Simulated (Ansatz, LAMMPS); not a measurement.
# Molecular dynamics of Ga2O3 with crystalline order left by the classical run (95 atoms)

Wanted: a short trajectory of Ga2O3 with crystalline order left by the classical run (95 atoms) with its pair distributions.

Main program and level: Ansatz 0.2.0; Kohn-Sham DFT, RPBE, PAW (set soft_2), plane waves.

**Experiments to compare with.** The optical band gap of a magnetron-sputtered, nitrogen-annealed Ga2O3 film, amorphous by X-ray diffraction but with some nanocrystallites and oxygen deficiency, was obtained from its UV-visible transmittance (“Ultra‐High Performance Amorphous Ga2O3 Photodetector Arrays for Solar‐Blind Imaging”, 2021, PMC8529488): optical gap 4.98 eV.

## (1) The structure

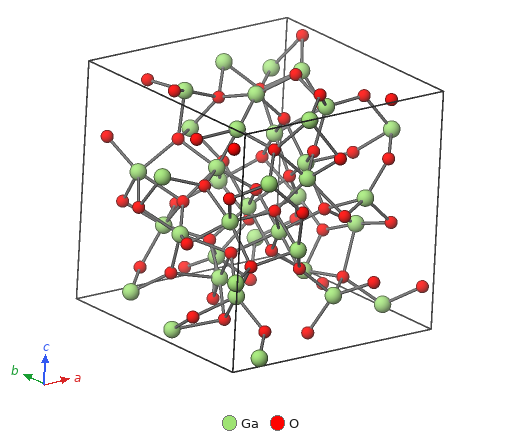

The cell as given, slightly off an axis (gallium green, oxygen red). Bonds to atoms that aren't drawn are left out. Some periodic images of atoms are drawn too.

The cell holds 95 atoms: 38 Ga and 57 O. Cell: a = 10.264 Å, b = 10.264 Å, c = 10.264 Å, α = 90.0°, β = 90.0°, γ = 90.0°. 95 atoms (38 Fe, 57 O) placed at random at 4.7 g/cm³, melted at 5000 K for 10 ps at fixed volume with the Morse and Coulomb pair potential with partial charges (Pedone, Malavasi, Menziani, Cormack and Segre, J. Phys. Chem. B 110, 11780 (2006)). Quenched from 5000 K to 300 K at 50 K/ps and fixed volume, held 5 ps, then minimised at fixed cell. Then Fe was replaced by Ga and the cell scaled by 1.003 (the potential has no terms for the new elements, so the cell is a start for a DFT relaxation).

Limits known from the start: The quench rate of 50 K/ps is orders of magnitude faster than experiment, which tends to freeze in extra defects. The starting topology of bonds comes from the classical model. Only the Γ point is sampled, in a cell whose shortest periodic width is 10 Å.

## (2) Single point at the start

The forces at the start show how far the geometry lies from a minimum of this functional.

input.yaml

```yaml
crystal:
  lattice:
    - [10.2635, 0.0, 0.0]
    - [0.0, 10.2635, 0.0]
    - [0.0, 0.0, 10.2635]
  atoms:
    - { symbol: Ga, position: [0.28034, 0.39565, 0.84853] }
    - { symbol: Ga, position: [0.53768, 0.79851, 0.14318] }
    - { symbol: Ga, position: [0.91777, 0.98331, 0.80888] }
    - { symbol: Ga, position: [0.96598, 0.26929, 0.76343] }
    [... 85 atom lines left out ...]
    - { symbol: O, position: [0.93144, 0.79665, 0.22875] }
    - { symbol: O, position: [0.59325, 0.07798, 0.52321] }
    - { symbol: O, position: [0.68738, 0.60351, 0.75465] }
    - { symbol: O, position: [0.28479, 0.41891, 0.04142] }
    - { symbol: O, position: [0.69393, 0.3306, 0.45876] }
    - { symbol: O, position: [0.26573, 0.13863, 0.07912] }
kpoints:
  mp_grid: { grid: [1, 1, 1] }
hamiltonian:
  xc: rpbe
scf:
  occupations: { method: fixed }
output:
  forces: true
```

Started as:

```console
ansatz run input.yaml --threads 4 --pin off --max-ram 8192MiB --backend cpu --events-out ev --progress --plain --runs-dir out
```

The job ended after 15 s (4 threads of Arm Neoverse V2, shared host; peak memory 1.7 GiB; 59 s of CPU time).

Read from the output:

| Item | Value |
| --- | --- |
| free energy | -176425.9885 eV |
| free energy per atom | -1857.1157 eV/atom |
| SCF cycles | 10 |
| r.m.s. force component | 0.3006 eV/Å |
| longest force | 0.9943 eV/Å |
| Fermi energy | 7.648 eV |

The r.m.s. force component of 0.30 eV/Å sets the starting point.

Neighbours are counted within 2.50 Å (O-Ga).

Length of the force by element and coordination:

```csv
element,coordination,atoms,mean length of the force (eV/Å),spread,least,most
Ga,all,38,0.565,0.223,0.125,0.994
Ga,4,5,0.351,0.134,0.138,0.561
Ga,5,12,0.615,0.228,0.218,0.935
Ga,6,21,0.586,0.208,0.125,0.994
O,all,57,0.414,0.187,0.118,0.937
O,3,24,0.386,0.162,0.118,0.728
O,4,31,0.434,0.203,0.165,0.937
O,5,2,0.439,0.161,0.277,0.6
```

## (3) Dynamics at 600 K

A Langevin thermostat couples each atom to a heat bath, at the price of damped dynamics. The time step is 1.0 fs.

input.yaml: that of step 2 with these lines changed.

```diff
@@ -15 +15,8 @@
   forces: true
+md:
+  timestep: 1.0
+  n_steps: 222
+  ensemble: nvt_langevin
+  temperature: 600
+  initial_velocities: maxwell_boltzmann
+  seed: 1443
```

It took 43 min on 4 threads; peak memory 1.8 GiB.

The program notes that it switched symmetry off.

Rows from the run:

```csv
time (fs),T (K),potential (meV/atom)
0.0,594,0.0
15.0,365,32.1
30.0,435,29.5
44.0,450,36.1
59.0,528,35.7
74.0,536,28.3
89.0,443,36.1
104.0,525,31.1
118.0,476,35.8
133.0,507,34.3
148.0,580,32.1
163.0,456,52.6
178.0,521,38.9
192.0,610,31.1
207.0,551,39.7
222.0,502,44.9
```

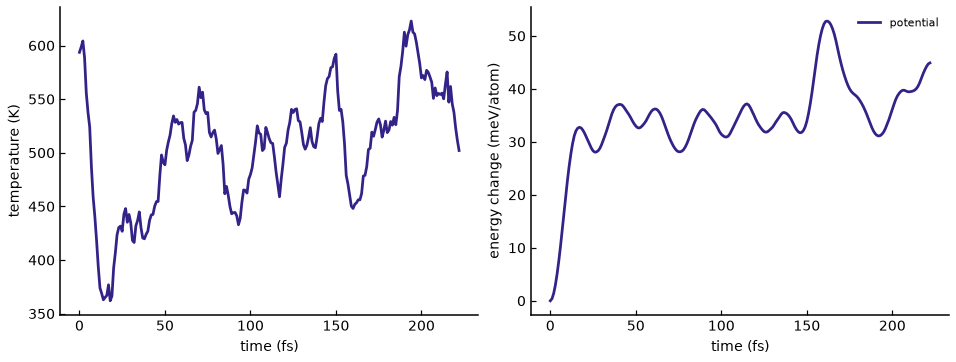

Temperature and energies against time.

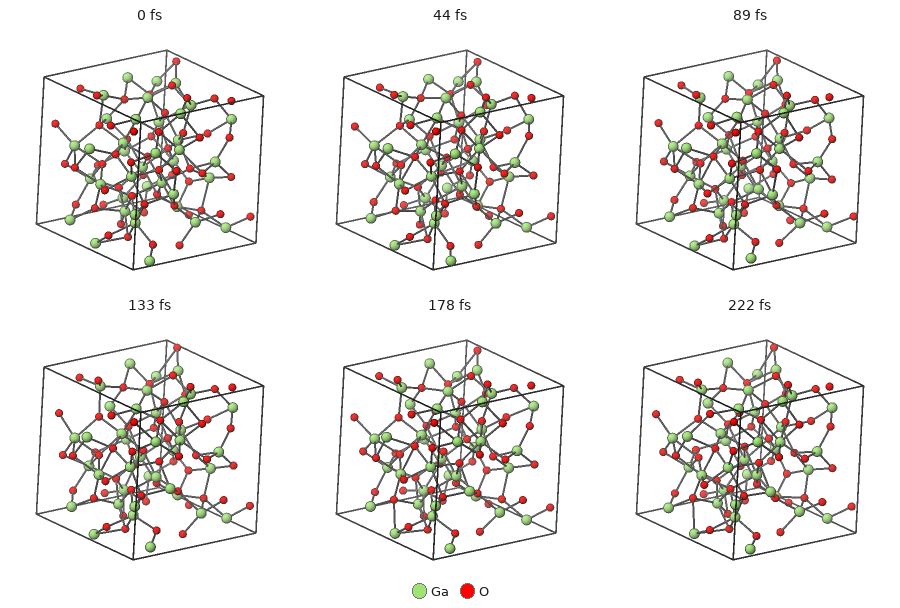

6 frames of the run. Bonds to atoms that aren't drawn are left out.

Mean square displacement from the first frame to the last: Ga 0.070 Å², O 0.069 Å².

Mean square displacement against time lag:

```csv
time lag (fs),Ga (Å²),O (Å²)
1.0,1.9e-5,7.7e-5
14.0,0.00336,0.0126
23.0,0.00830,0.0269
37.0,0.0181,0.0434
51.0,0.0286,0.0503
60.0,0.0350,0.0533
74.0,0.0441,0.0572
88.0,0.0517,0.0588
97.0,0.0558,0.0591
111.0,0.0614,0.0598
```

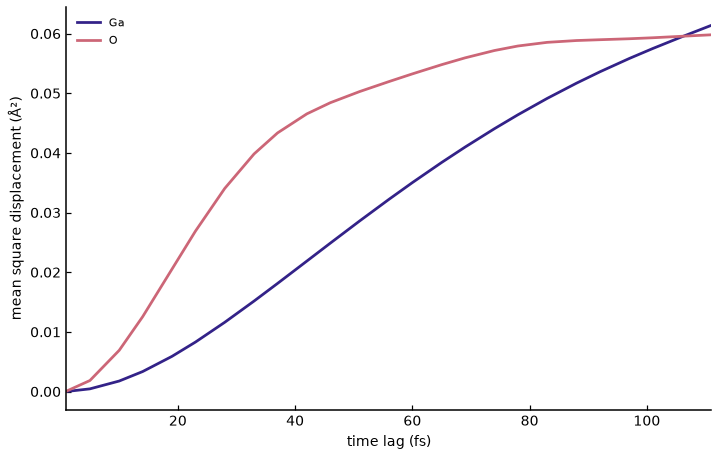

Mean square displacement against time lag.

Over the second half of 222 fs the temperature averages 533 K with swings of 41 K r.m.s. From first frame to last Ga has the largest mean square displacement, 0.070 Å² at the end; the farthest move is 0.65 Å. The count of bonds goes from 206 in the first frame to 193 in the last, by one set of cutoffs: 14 pairs passed out of them and 1 came within. The run spans 0.22 ps, too short for its means to be equilibrium values.

## (4) Local order late in the run

The g(r) is a mean over the second half; what follows it is taken at the last frame.

Bonds before and after, by the cutoffs listed below:

```csv
pair,bonds before,bonds after,mean before (Å),mean after (Å),spread before (Å),spread after (Å)
O-Ga,206,193,2.057,2.016,0.130,0.151
```

Density 5.47 g/cm³, 11.38 Å³ an atom.

Mean of 14 frames. Pair distribution functions g(r), in bins of 0.2 Å:

```csv
r (Å),total,O-O,O-Ga,Ga-Ga
1.70,0.12,0.00,0.25,0.00
1.90,2.63,0.00,5.49,0.00
2.10,1.44,0.00,2.99,0.00
2.30,0.36,0.05,0.72,0.00
2.50,0.32,0.51,0.28,0.00
2.70,0.90,2.19,0.16,0.18
2.90,1.34,2.85,0.25,1.24
3.10,1.50,2.38,0.49,2.50
3.30,1.15,1.27,0.60,2.48
3.50,1.02,0.67,0.83,2.42
3.70,1.00,0.50,1.32,1.21
3.90,0.91,0.62,1.22,0.59
4.10,0.79,0.51,1.05,0.60
4.30,0.81,0.49,1.17,0.44
4.50,0.99,0.61,1.40,0.61
4.70,1.06,0.79,1.44,0.54
4.90,1.08,1.14,1.18,0.65
```

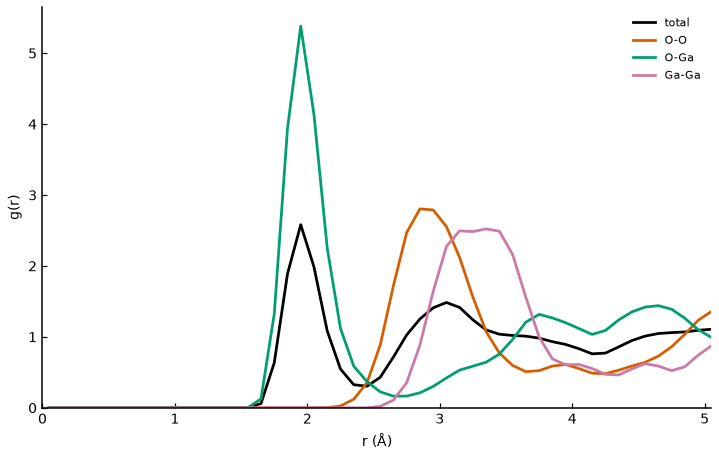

Pair distribution functions, lightly smoothed.

Bonds by pair of elements; cutoffs follow the first minimum of g(r), held within bounds set by covalent radii, and pairs that aren't listed don't count as bonded:

```csv
pair A-B,cutoff (Å),bonds,mean length (Å),spread (Å),shortest (Å),B about A,A about B
O-Ga,2.5,193,2.02,0.151,1.73,3.39,5.08
```

How many atoms have how many bonded neighbours:

```csv
element,mean,3,4,5,6
Ga,5.08,0,8,19,11
O,3.39,37,18,2,0
```

Bond angles, per cent of each kind in bins of 5°:

```csv
angle (°),O-Ga-O,Ga-O-Ga
65–70,0.2,0.0
70–75,2.5,0.0
75–80,7.4,0.4
80–85,11.9,3.4
85–90,11.4,7.5
90–95,12.9,8.8
95–100,11.9,10.9
100–105,8.2,11.7
105–110,4.7,7.1
110–115,4.5,10.5
115–120,2.7,10.0
120–125,2.5,8.0
125–130,1.2,6.7
130–135,0.2,5.0
135–140,1.2,3.8
140–145,1.0,2.1
145–150,1.2,0.4
150–155,2.0,1.3
155–160,2.0,1.3
160–165,3.2,0.8
165–170,2.7,0.4
170–175,2.0,0.0
175–180,2.2,0.0
```

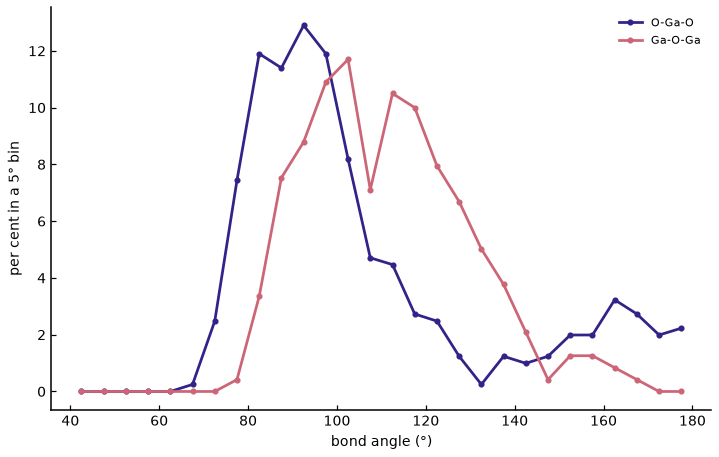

Distributions of the most common bond angles.

Bond angles (no mean is given where the spread exceeds 20°):

```csv
angle,count,mean (°),spread (°)
O-Ga-O,403,-,-
Ga-O-Ga,239,111,17.9
```

Oxygen atoms by the number of network formers (Si, P, Ge, B, Al, As, Ga) bound to them:

```csv
network formers bound to O,O atoms,per cent
0,0,0
1,0,0
2,0,0
3,37,64.9
4,18,31.6
5,2,3.5
```

Network units: each former by its oxygen neighbours and how many of them bridge to another former:

```csv
former,O neighbours,bridging O,atoms
Ga,4,4,8
Ga,5,5,19
Ga,6,6,11
```

Bond length by coordination (bonds to H left out):

```csv
element,coordination,atoms,mean bond length (Å)
Ga,4,8,1.92
Ga,5,19,2.01
Ga,6,11,2.08
O,3,37,1.96
O,4,18,2.08
O,5,2,2.20
```

Rings of the network by King's shortest-path rule, up to 12 atoms, one path for each pair of neighbours; H, halogens, alkali and alkaline-earth atoms are left out, and the last column divides by all other atoms, bonded or not:

```csv
ring size (atoms),rings,per network atom
4,49,0.516
6,129,1.36
8,89,0.937
10,2,0.021
```

First main peaks of g(r), for some of the pairs, lie near 2.9 Å (O-O) and 2.0 Å (O-Ga). With the cutoffs above, 50 % of Ga atoms have 5 and 65 % of O atoms have 3 bonded neighbours. 0 % of the oxygens bridge two formers (Ga) and 0 % are non-bridging; 65 % join three; 32 % join four; 4 % join five. The commonest Ga unit has 5 oxygens, 5 of them shared with other formers (19 of 38 atoms). Bonds at O atoms with 3 neighbours average 1.96 Å, against 2.08 Å at those with 4. Rings of 6 atoms are the most common (48 % of those counted); sizes run from 4 to 10.

## (5) Single point at the last frame

The last frame is solved again with fuller output, to read the electronic structure of a thermally displaced geometry.

input.yaml

```yaml
crystal:
  lattice:
    - [10.2635, 0.0, 0.0]
    - [0.0, 10.2635, 0.0]
    - [0.0, 0.0, 10.2635]
  atoms:
    - { symbol: Ga, position: [0.29726, 0.38799, 0.85125] }
    - { symbol: Ga, position: [0.54299, 0.79318, 0.12715] }
    - { symbol: Ga, position: [0.92547, 0.98541, 0.78669] }
    - { symbol: Ga, position: [0.97448, 0.27491, 0.77084] }
    [... 85 atom lines left out ...]
    - { symbol: O, position: [0.93594, 0.81455, 0.24859] }
    - { symbol: O, position: [0.61335, 0.08065, 0.54989] }
    - { symbol: O, position: [0.67844, 0.59018, 0.75202] }
    - { symbol: O, position: [0.30163, 0.42362, 0.02335] }
    - { symbol: O, position: [0.73207, 0.33439, 0.4901] }
    - { symbol: O, position: [0.28902, 0.13072, 0.069] }
kpoints:
  mp_grid: { grid: [1, 1, 1] }
hamiltonian:
  xc: rpbe
scf:
  occupations: { method: fixed }
output:
  forces: true
  stress: true
  populations: true
  dos:
    method: { smearing: { sigma: 0.15 } }
    de: 0.1
    projected: { site_lists: { Ga: [Ga], O: [O] } }
  eigenvalues: true
  write_density: true
  write_potential: true
  volumetric_format: npy
```

Elapsed: 24 s, on 4 threads; peak memory 1.7 GiB; 91 s of CPU time.

Numbers from this run:

| Property | Result |
| --- | --- |
| free energy | -176421.7219 eV |
| free energy per atom | -1857.0708 eV/atom |
| SCF cycles | 10 |
| pressure | 1.127 GPa |
| r.m.s. force component | 0.8483 eV/Å |
| longest force | 3.404 eV/Å |
| Fermi energy | 7.731 eV |
| gap (highest filled to lowest empty level) | 1.115 eV |
| spilling of the projection | 0.00317 |

Neighbours are counted within 2.50 Å (O-Ga), the cutoffs taken from the dynamics.

Length of the force by element and coordination:

```csv
element,coordination,atoms,mean length of the force (eV/Å),spread,least,most
Ga,all,38,1.26,0.641,0.217,3.40
Ga,4,8,1.66,0.958,0.540,3.40
Ga,5,19,1.16,0.377,0.217,1.77
Ga,6,11,1.12,0.597,0.395,2.11
O,all,57,1.38,0.593,0.296,3.10
O,3,37,1.36,0.580,0.296,2.39
O,4,18,1.49,0.597,0.585,3.10
O,5,2,0.820,0.406,0.414,1.23
```

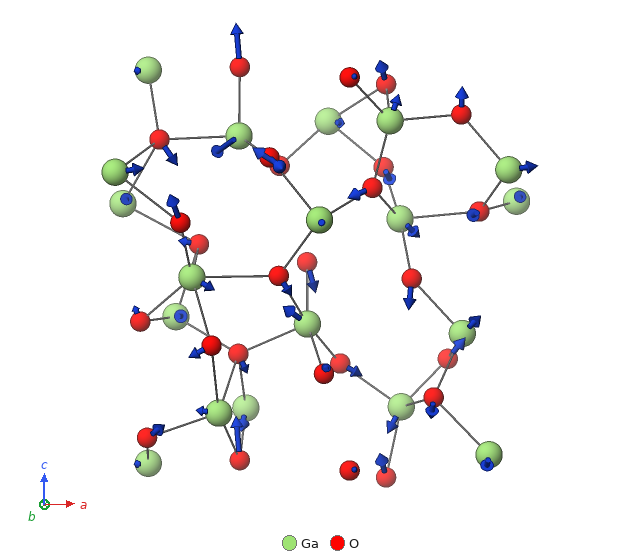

Forces as arrows; the longest in the cell is 3.40 eV/Å. Drawn is a slice 4 Å thick, seen along the normal of the ac plane. Bonds to atoms that aren't drawn are left out.

Löwdin charges by element and coordination (they lack the spilled electrons, 0.028 e an atom on average):

```csv
element,coordination,atoms,mean charge (e),spread,least,most
Ga,all,38,1.04,0.0202,1.00,1.09
Ga,4,8,1.06,0.0181,1.03,1.09
Ga,5,19,1.04,0.0156,1.02,1.08
Ga,6,11,1.03,0.015,1.00,1.05
O,all,57,-0.648,0.0127,-0.675,-0.620
O,3,37,-0.651,0.0108,-0.675,-0.626
O,4,18,-0.642,0.0137,-0.673,-0.620
O,5,2,-0.658,0.0075,-0.665,-0.650
```

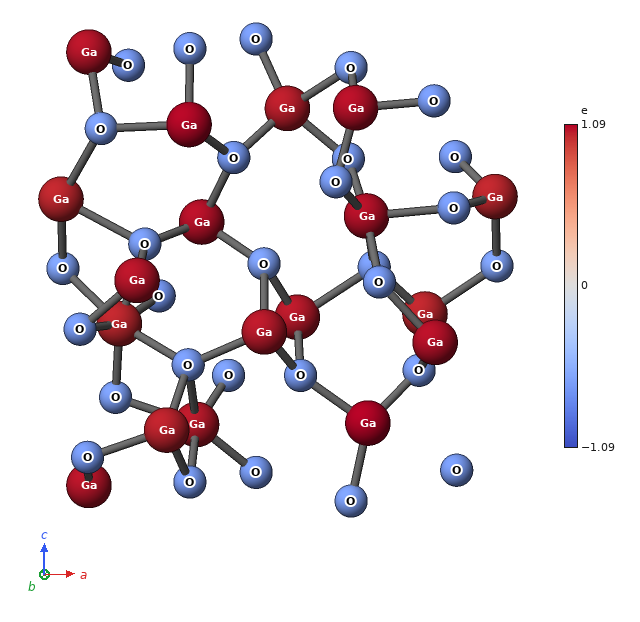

Atoms coloured by Löwdin charge. Drawn is a slice 4 Å thick, seen along the normal of the ac plane. Bonds to atoms that aren't drawn are left out.

Density of states as counts of states in windows of 1 eV (from the Fermi level), total and the larger projections:

```csv
from (eV),to (eV),total,O p,Ga p,Ga s
-10,-8,0.0,0.0,0.0,0.0
-8,-7,6.0,3.6,0.3,1.9
-7,-6,28.1,17.0,1.6,8.3
-6,-5,31.1,19.6,2.5,6.8
-5,-4,41.1,29.3,6.9,2.8
-4,-3,49.3,38.6,7.3,1.2
-3,-2,60.7,51.7,6.1,0.8
-2,-1,78.3,72.3,3.0,0.4
-1,0,46.1,44.1,0.7,0.2
0,1,1.4,1.2,0.0,0.1
1,2,1.8,0.1,0.0,1.1
2,3,0.0,0.0,0.0,0.0
3,4,9.7,3.0,1.5,3.5
4,5,21.7,6.2,3.4,9.3
```

With fixed occupations the program's Fermi level is the highest filled level; weight inside the gap is the broadening of levels at its edges.

Between -20 and -10 eV lie 494 more states.

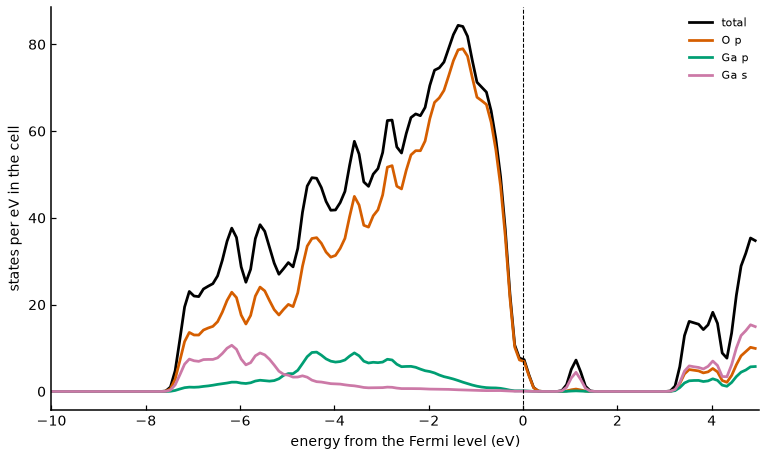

Total and projected density of states, with the broadening of the input.

The levels nearest the highest filled one (over half full), pooled over k-points and spins:

```csv
level less the highest filled one (eV),occupation
-0.475,2
-0.430,2
-0.395,2
-0.359,2
-0.269,2
0,2
1.12,0
3.44,0
3.51,0
3.67,0
3.77,0
3.95,0
```

Mean Löwdin charges: Ga +1.04, O -0.65 e (they miss 0.32 % of the electrons, so they add up to more than the cell's charge). The largest share in the top eV of filled states is O p (97 % of the projected weight), and in the lowest eV of empty states Ga s (62 % of the projected weight).

## (6) Summary of results

| Property | Result |
| --- | --- |
| mean temperature, second half | 532.6 K |
| temperature swing, second half | 41.36 K |
| free energy per atom | -1857.0708 eV/atom |
| pressure | 1.127 GPa |
| r.m.s. force component | 0.8483 eV/Å |
| gap (highest filled to lowest empty level) | 1.115 eV |
| wall time of the 3 DFT runs | 43 min |

**Reading.** Over the second half of 222 fs the temperature averages 533 K with swings of 41 K r.m.s. The count of bonds goes from 206 in the first frame to 193 in the last, by one set of cutoffs: 14 pairs passed out of them and 1 came within. The run spans 0.22 ps, too short for its means to be equilibrium values. With the cutoffs above, 50 % of Ga atoms have 5 and 65 % of O atoms have 3 bonded neighbours. 0 % of the oxygens bridge two formers (Ga) and 0 % are non-bridging; 65 % join three; 32 % join four; 4 % join five. Between filled and empty levels lie 1.12 eV (at Γ alone); a semilocal functional tends to put such gaps too low. In a disordered cell it changes from sample to sample, and tail or defect levels can set it.

**Limits.** The network of bonds at the start is that of the classical potential that made the cell; in DFT 14 of its 206 bonded pairs passed out of the cutoffs and 1 came within them. The pressure of a single frame lacks the kinetic term, about 0.65 GPa here.

Against the measurements quoted at the start:

```csv
quantity,measured,this cell,difference,method of the measurement
optical gap,4.98 eV,1.12 eV,-3.86 eV,"UV-vis transmittance, Tauc plot"
```

The network comes from the model that made the cell; in DFT 14 of its 206 bonded pairs passed out of the cutoffs and 1 came within them. An optical gap and a spacing of Kohn–Sham levels are different quantities.

[Logs are printed without paths, hosts, clocks, repeated set-up lines and the standing remarks that a program may print on its own settings, such as how far it seeks lower states.]

[Hosts, paths, dates, database ids (printed as entryN), source tags and the programs' standing remarks are cut or masked in the printed files.]
